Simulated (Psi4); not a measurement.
# CH5NZn (SMILES [CH3][Zn][NH2]): a chain of runs

Wanted: a structure relaxation (PBE-D4/def2-SVP), then a structure relaxation (PBE0-D4/def2-TZVP) of CH5NZn. 

The calculation is run with Psi4 1.11.

## Step 1: Starting point

The species is CH5NZn (8 atoms), meant as a singlet with charge 0. As SMILES, `[CH3][Zn][NH2]`. Geometry: a GFN2-xTB, rattled relaxation, a rough one for these elements and not checked as a minimum. The run starts from this shape.

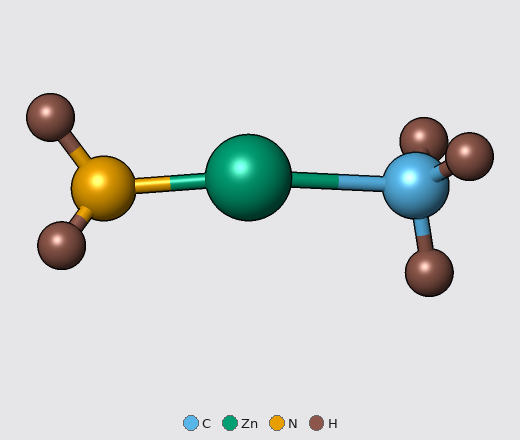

Viewed from a chosen angle; carbon blue, zinc teal, nitrogen amber, hydrogen brown.

## Step 2: A structure relaxation at PBE-D4/def2-SVP (density fitting) (run 1)

ch5nzn.inp reads:

```
memory 4400 MB

molecule {
  0 1
  C     -1.027198     1.222047    -0.704516
  Zn     0.392439    -0.174480    -0.000726
  N      1.140768    -1.494234     0.934244
  H     -1.882978     0.599849    -1.032229
  H     -0.649415     1.868194    -1.487923
  H     -1.331318     1.751042     0.119289
  H      2.040811    -1.336098     1.534684
  H      1.275726    -2.387727     0.592771
  symmetry c1
}

set {
  basis def2-SVP
  reference rks
  scf_type df
  geom_maxiter 60
  max_force_g_convergence 0.0005
}

optimize("pbe-d4")
print_variables()
```

Started as:

```bash
$ psi4 -i ch5nzn.inp -o ch5nzn.out -n 2
```

ch5nzn.out:

```text
[...]
  Running in c1 symmetry.
[...]
  Nuclear repulsion =  165.972377534969610
[...]
  Multiplicity = 1
[...]
  Nalpha       = 24
  Nbeta        = 24
[...]
    Number of basis functions: 84
[...]
   @DF-RKS iter   1: -1872.39568776670831   -1.10815e+00   2.84147e-02 ADIIS/DIIS
[...]
   @DF-RKS iter   9: -1874.53115213037381   -6.82121e-13   1.31107e-09 DIIS
[...]
    Orbital Energies [Eh]
    ---------------------
    Doubly Occupied:
       1A   -345.705308     2A    -41.671026     3A    -36.753282
       4A    -36.752537     5A    -36.752428     6A    -13.943628
       7A     -9.874378     8A     -4.602303     9A     -3.037878
      10A     -3.035608    11A     -3.034710    12A     -0.704665
      13A     -0.590212    14A     -0.417813    15A     -0.411454
      16A     -0.398028    17A     -0.391248    18A     -0.391146
      19A     -0.368092    20A     -0.328510    21A     -0.325790
      22A     -0.293259    23A     -0.242564    24A     -0.175168
[...]
  @DF-RKS Final Energy: -1874.53115213037381
   => Energetics <=
    Nuclear Repulsion Energy =            168.8867842417088241
    One-Electron Energy =               -2946.8224014522625112
    Two-Electron Energy =                 988.2775094570641841
    DFT Exchange-Correlation Energy =     -84.8694827945481620
    Empirical Dispersion Energy =          -0.0035615823363515
    VV10 Nonlocal Energy =                  0.0000000000000000
    Total Energy =                      -1874.5311521303738118
[...]
 Multipole Moments:
 ------------------------------------------------------------------------------------
     Multipole            Electronic (a.u.)      Nuclear  (a.u.)        Total (a.u.)
 ------------------------------------------------------------------------------------
 L = 1.  Multiply by 2.5417464519 to convert [e a0] to [Debye]
 Dipole X            :          1.3910605           -1.0872278            0.3038326
 Dipole Y            :         -1.4836661            1.5902924            0.1066263
 Dipole Z            :          0.9237904           -1.2444406           -0.3206503
 Magnitude           :                                                    0.4544227
[...]
  -Total Gradient:
     Atom            X                  Y                   Z
    ------   -----------------  -----------------  -----------------
       1       -0.000084420355    -0.000038100587    -0.000186661696
       2        0.000142941010     0.000309483287     0.000134557989
       3       -0.000040115594    -0.000005668640     0.000255890695
       4       -0.000024606195    -0.000004134102     0.000027553185
       5        0.000016571760    -0.000015244275    -0.000006285263
       6       -0.000011077607    -0.000053197705     0.000029782713
       7       -0.000022306794    -0.000024089710    -0.000053472140
       8        0.000016002755    -0.000154480267    -0.000196538850
[...]
    Final optimized geometry and variables:
    Molecular point group: c1
    Full point group: C1
    Geometry (in Angstrom), charge = 0, multiplicity = 1:
    C           -1.139667665538     1.338702631713    -0.806393651590
    ZN           0.017839953983     0.007062941885    -0.013407604044
    N            0.973364909140    -1.303265286258     0.851423556562
    H           -2.043039921812     0.864981300354    -1.244243263605
    H           -0.628209606925     1.901524594557    -1.613929493418
    H           -1.483188195385     2.071523341158    -0.046870912615
    H            1.867731692423    -0.995253252209     1.255756988417
    H            1.200622846431    -2.122476527003     0.271382198605
  Variable Map:
  ----------------------------------------------------------------------------
[...]
```

Standard output:

```text
Optimizer: Optimization complete!
```

It took 24 s on 2 threads of Intel Xeon Platinum 8488C (Sapphire Rapids), shared host; peak memory 0.6 GiB.

Step by step:

| step | energy from the first frame kept (eV) | largest force (eV/Å) |
| --- | --- | --- |
| 0 | 0.0000 | 4.3165 |
| 1 | -0.4919 | 1.2867 |
| 2 | -0.5524 | 0.2362 |
| 3 | -0.5719 | 0.0992 |
| 4 | -0.5803 | 0.1425 |
| 5 | -0.5816 | 0.0836 |
| 6 | -0.5822 | 0.0188 |

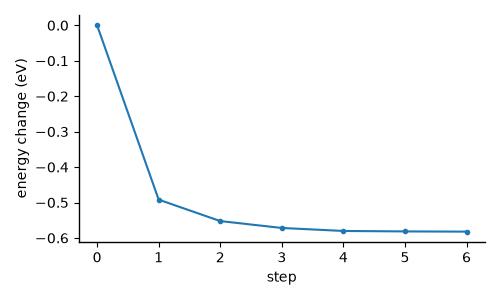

Energy along the run.

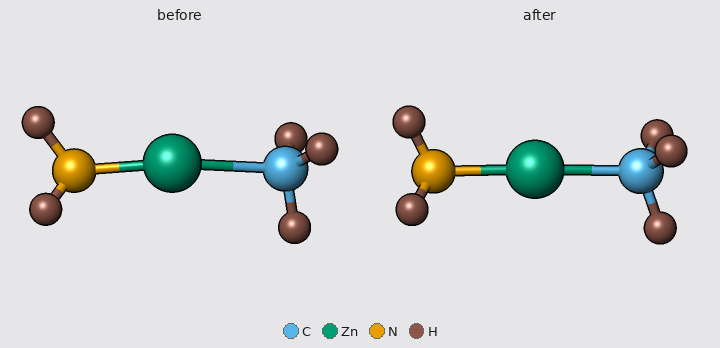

Before and after, at one scale.

After the run. Bond lengths: C1–Zn2 1.934 Å, Zn2–N3 1.838 Å, C1–H4 1.110 Å, C1–H5 1.109 Å, C1–H6 1.110 Å, N3–H7 1.029 Å, N3–H8 1.029 Å. Angles: C1–Zn2–N3 174.1°, Zn2–C1–H4 110.8°, Zn2–C1–H5 111.8°, Zn2–C1–H6 111.1°, Zn2–N3–H7 115.1°, Zn2–N3–H8 114.7°, H4–C1–H5 107.7°, H4–C1–H6 107.4°, H5–C1–H6 107.8°, H7–N3–H8 105.5°.

## Step 3: A structure relaxation at PBE0-D4/def2-TZVP (density fitting) (run 2)

ch5nzn.inp reads:

```
memory 4400 MB

molecule {
  C     -0.842897     1.160601    -0.761052
  Zn     0.314611    -0.171038     0.031934
  N      1.270136    -1.481367     0.896765
  H     -1.746269     0.686880    -1.198902
  H     -0.331439     1.723423    -1.568588
  H     -1.186417     1.893422    -0.001529
  H      2.164502    -1.173355     1.301098
  H      1.497394    -2.300578     0.316724
  units angstrom
  symmetry c1
}

set globals {
  scf_type df
  geom_maxiter 50
  max_force_g_convergence 0.0002
}

optimize('pbe0-d4/def2-TZVP')
```

Started as:

```bash
$ psi4 -n 2 ch5nzn.inp ch5nzn.out
```

ch5nzn.out:

```text
Psi4 1.11 release

gradient() will perform analytic gradient computation.

   => Loading Basis Set <=

    Name: DEF2-TZVP
    Role: ORBITAL
    Keyword: BASIS

   => PBE0-D4(BJ,EEQ)ATM: Empirical Dispersion <=

        a1 =       0.400856
        a2 =       5.029288
       alp =      16.000000
        s6 =       1.000000
        s8 =       1.200655
        s9 =       1.000000
        ga =       3.000000
        gc =       2.000000
        wf =       6.000000

         ---------------------------------------------------------
                                   SCF
                              RKS Reference
                        2 Threads,   4196 MiB Core
         ---------------------------------------------------------

  ==> Geometry <==

    Molecular point group: c1
    Full point group: C1

    Geometry (in Angstrom), charge = 0, multiplicity = 1:

       Center              X                  Y                   Z               Mass
    ------------   -----------------  -----------------  -----------------  -----------------
         C           -1.139667993466     1.338702172009    -0.806393580666    12.000000000000
         ZN           0.017840006534     0.007063172009    -0.013407580666    63.929142010000
         N            0.973365006534    -1.303265827991     0.851423419334    14.003074004430
[... 141 lines left out ...]
   @DF-RKS iter SAD: -1871.63374647536853   -1.87163e+03   0.00000e+00
[... 5 lines left out ...]
   @DF-RKS iter   6: -1874.94070754025438   -1.49528e-02   3.63357e-04 ADIIS/DIIS
[... 5 lines left out ...]
   @DF-RKS iter  12: -1874.94184155021117   -4.18368e-11   3.57784e-08 DIIS
[... 38 lines left out ...]
    One-Electron Energy =               -2948.1523006291390629
[... 19 lines left out ...]
 Dipole X            :          1.3488968           -1.0872288            0.2616680
[... 200 lines left out ...]
   @DF-RKS iter   0: -1874.94317076339689   -1.87494e+03   3.77764e-06
[... 5 lines left out ...]
   @DF-RKS iter   6: -1874.94311882604870   -2.27374e-12   2.49247e-09 DIIS
[... 38 lines left out ...]
    Two-Electron Energy =                 969.6767852419098972
[... 19 lines left out ...]
 Dipole Y            :         -1.4465545            1.5337689            0.0872144
[... 100 lines left out ...]
	  Convergence Criteria              o    2.00e-04 *             o             o             o
[... 4 lines left out ...]
Next Geometry in Ang
	Fragment 1 (Ang)

	    C  -1.1447876793   1.3344822086  -0.7898055902
	   Zn   0.0110725294   0.0044852940  -0.0094622527
	    N   1.0097566197  -1.2818619109   0.8078736834
[... 4 lines of this table left out ...]
	    H   1.1972977013  -2.1430088781   0.3155576171

    Structure for next step:
    Molecular point group: c1
    Full point group: C1

    Geometry (in Angstrom), charge = 0, multiplicity = 1:

    C           -1.144835782122     1.334352370731    -0.789832375390
    ZN           0.011024426586     0.004355456131    -0.009489037970
    N            1.009708516926    -1.281991748770     0.807846898133
[... 4 lines of this table left out ...]
    H            1.197249598535    -2.143138716031     0.315530831886

PsiException: Could not converge geometry optimization in 50 iterations.

psi4.driver.p4util.exceptions.OptimizationConvergenceError: Could not converge geometry optimization in 50 iterations.

Printing out the relevant lines from the Psithon --> Python processed input file:
    """)
    core.IO.set_default_namespace("")
    core.set_global_option("SCF_TYPE", "df")
    core.set_global_option("GEOM_MAXITER", 50)
    core.set_global_option("MAX_FORCE_G_CONVERGENCE", 0.0002)
--> optimize('pbe0-d4/def2-TZVP')

!-------------------------------------------------------------!
!                                                             !
!  Could not converge geometry optimization in 50 iterations. !
!                                                             !
!-------------------------------------------------------------!

    Psi4 run time: 0:03:20.63

[set-up sections that repeat, and orbital energies of the middle runs, are left out above]
```

Run time: 3.4 min. Hardware: 2 threads of Intel Xeon Platinum 8488C (Sapphire Rapids), shared host; peak memory 0.94 GiB.

The run stopped without converging.

## Step 4: What came out

```
                                       quantity                      value
run 1, PBE-D4/def2-SVP: total energy at the end             -1874.53115 Eh
          run 1, PBE-D4/def2-SVP: dipole moment                     1.16 D
            run 1, PBE-D4/def2-SVP: HOMO energy                   -4.77 eV
            run 1, PBE-D4/def2-SVP: LUMO energy                   -0.51 eV
          run 1, PBE-D4/def2-SVP: HOMO–LUMO gap                    4.26 eV
      run 1, PBE-D4/def2-SVP: dispersion energy               -9.35 kJ/mol
                       run 2, PBE0-D4/def2-TZVP  no result (not converged)
```

In words: The optimisation (run 1, PBE-D4/def2-SVP) took 7 steps and changed the energy by -0.582 eV. 1 of the 2 runs did not end normally.
